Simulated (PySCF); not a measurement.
# singlet [CF3]+: levels of theory compared

We compute a comparison of 4 runs (B2PLYP/STO-6G, M06-2X/STO-6G, wB97X-V/STO-6G, NEVPT2(2,2)/STO-6G) of singlet [CF3]+. Input form: a Python script.

The calculation is run with PySCF 2.14.0.

10 further runs of the same task are left out: 5 that didn't finish, 5 set aside as unsound or not needed.

## Step 1: The molecule

The species is [CF3]+ (4 atoms), meant as a singlet with charge +1. SMILES of the parent species: `F[C](F)F`. Geometry: relaxed at PBE0-D4/def2-TZVP. That shape belongs to the parent species and isn't relaxed for this state.

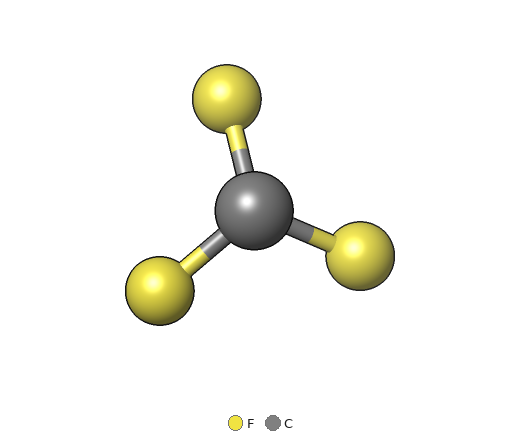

Viewed from a chosen angle; fluorine yellow, carbon grey.

## Step 2: The energy at B2PLYP/STO-6G (run 1)

Contents of input.py:

```python
from pyscf import gto, dft, mp

mol = gto.M(
    atom=[
    ('F', (-1.227500, 0.024900, 0.265400)),
    ('C', (-0.039500, -0.059500, -0.286700)),
    ('F', (0.658900, -1.044900, 0.227300)),
    ('F', (0.608100, 1.079500, -0.205900)),
],
    spin=0,
    verbose=3,
    basis='sto-6g',
    max_memory=1860,
    charge=1,
)

ks = dft.RKS(mol)
ks.xc = '0.53*HF + 0.47*B88, 0.73*LYP'
ks.conv_tol = 1e-10
ks.grids.level = 5
ks.kernel()
if not ks.converged:
    ks = ks.newton().run(ks.mo_coeff, ks.mo_occ)

pt = mp.MP2(ks, frozen=4).run()
e_tot = ks.e_tot + 0.27 * pt.e_corr
print('PT2 part  %.8f' % (0.27 * pt.e_corr))
print('E(%s) = %.9f' % ('B2PLYP', e_tot))
```

Launch:

```bash
$ OMP_NUM_THREADS=1 python input.py
```

What it wrote:

```text
converged SCF energy = -335.200860504274
E(RMP2) = -335.443847298294  E_corr = -0.242986794019933
E(SCS-RMP2) = -335.441445432616  E_corr = -0.240584928342262
PT2 part  -0.06560643
E(B2PLYP) = -335.266466939
```

Wall time 3.9 s (1 thread of Arm Neoverse V1, shared host); peak memory 0.2 GiB.

## Step 3: The energy at M06-2X/STO-6G (run 2)

Contents of input.py:

```python
from pyscf import gto, dft

system = gto.M(
    atom='''
F     -2.319639     0.047054     0.501533
C     -0.074644    -0.112439    -0.541784
F      1.245141    -1.974575     0.429535
F      1.149142     2.039959    -0.389095
''',
    verbose=3,
    unit='bohr',
    max_memory=1860,
    basis='sto-6g',
    spin=0,
    charge=1,
)

ks = dft.RKS(system, xc='m06-2x')
ks.grids.level = 5
ks.conv_tol = 1e-10
ks.kernel()
if not ks.converged:
    ks = ks.newton().run(ks.mo_coeff, ks.mo_occ)

etot = ks.e_tot
print('E(%s) = %.9f' % ('M06-2X', etot))
```

Launch:

```bash
$ OMP_NUM_THREADS=1 python input.py
```

What it wrote:

```text
converged SCF energy = -335.552561059629
E(M06-2X) = -335.552561060
```

Wall time 4.8 s (1 thread of Arm Neoverse V1, shared host); peak memory 0.2 GiB.

Run 3 isn't shown in full; the table further down has it.

## Step 4: A single-point energy at NEVPT2(2,2)/STO-6G (run 4)

Contents of input.py:

```python
import numpy
from pyscf import gto, scf, mp, mcscf, mrpt

mol = gto.M(
    atom=[
    ('F', (-1.227500, 0.024900, 0.265400)),
    ('C', (-0.039500, -0.059500, -0.286700)),
    ('F', (0.658900, -1.044900, 0.227300)),
    ('F', (0.608100, 1.079500, -0.205900)),
],
    charge=1,
    max_memory=1860,
    basis='sto-6g',
    verbose=3,
)

mf = scf.RHF(mol)
mf.conv_tol = 1e-10
mf.kernel()
if not mf.converged:
    mf = mf.newton().run(mf.mo_coeff, mf.mo_occ)

pt = mp.MP2(scf.addons.convert_to_uhf(mf)).run()
noons, natorbs = mcscf.addons.make_natural_orbitals(pt)
print('natural occupations', numpy.round(noons[:40], 4))
cas = mcscf.CASSCF(mf, 2, 2)
cas.fix_spin_(ss=0.0)
cas.natorb = True
cas.kernel(natorbs)
e_pt2 = mrpt.NEVPT(cas).kernel()
energy = cas.e_tot + e_pt2
print(f'total energy: {energy:.8f} hartree')
```

Launch:

```bash
$ OMP_NUM_THREADS=1 python input.py
```

What it wrote:

```text
converged SCF energy = -334.308283991503
E(UMP2) = -334.465755357528  E_corr = -0.157471366024825
E(SCS-UMP2) = -334.465918680489  E_corr = -0.157634688985139
natural occupations [2.     2.     2.     2.     1.9991 1.9991 1.999  1.9959 1.995  1.995
 1.9887 1.9839 1.9839 1.9727 1.9693 1.9693 0.0657 0.0286 0.0274 0.0274]
CASSCF energy = -334.335763103122
CASCI E = -334.335763103122  E(CI) = -2.88292019082746  S^2 = 0.0000000
Sr    (-1)',   E = 0.00000000000054
Si    (+1)',   E = -0.00000000001600
Sijrs (0)  ,   E = -0.07742150685384
Sijr  (+1) ,   E = -0.02202048951493
Srsi  (-1) ,   E = -0.00235259445483
Srs   (-2) ,   E = -0.00021284438924
Sij   (+2) ,   E = -0.00257001046548
Sir   (0)' ,   E = -0.02201319951708
Nevpt2 Energy = -0.126590645210863
total energy: -334.46235375 hartree
```

It took 1.6 s on 1 thread of Arm Neoverse V1, shared host; peak memory 0.12 GiB.

## Step 5: All runs side by side

```
run               level  frozen core orbitals  nlc grid  energy (Eh)  HOMO energy (eV)  LUMO energy (eV)  HOMO–LUMO gap (eV)  wall time
  1       B2PLYP/STO-6G                     4         –  -335.266467            -21.04            -10.32               10.72      3.9 s
  2       M06-2X/STO-6G                     –         –  -335.552561            -20.88            -10.59               10.29      4.8 s
  3      wB97X-V/STO-6G                     –         1  -335.572781            -21.01             -9.05               11.96       21 s
  4  NEVPT2(2,2)/STO-6G                     –         –  -334.462354            -24.79             -7.73               17.06      1.6 s
```

## Step 6: Results

| quantity | value |
| --- | --- |
| run 4: total energy | -334.46235 Eh |
| run 4: HOMO energy (Hartree–Fock orbitals) | -24.79 eV |
| run 4: LUMO energy (Hartree–Fock orbitals) | -7.73 eV |
| run 4: HOMO–LUMO gap (Hartree–Fock orbitals) | 17.06 eV |

In words: Over runs 1, 2, 3 the HOMO–LUMO gap runs from 10.29 eV (M06-2X/STO-6G) to 11.96 eV (wB97X-V/STO-6G). Totals of different functionals can't be ranked against each other. In runs 1, 2, 3, 4 the basis is minimal, so the values are rough. All runs together took 31 s, the longest 21 s.
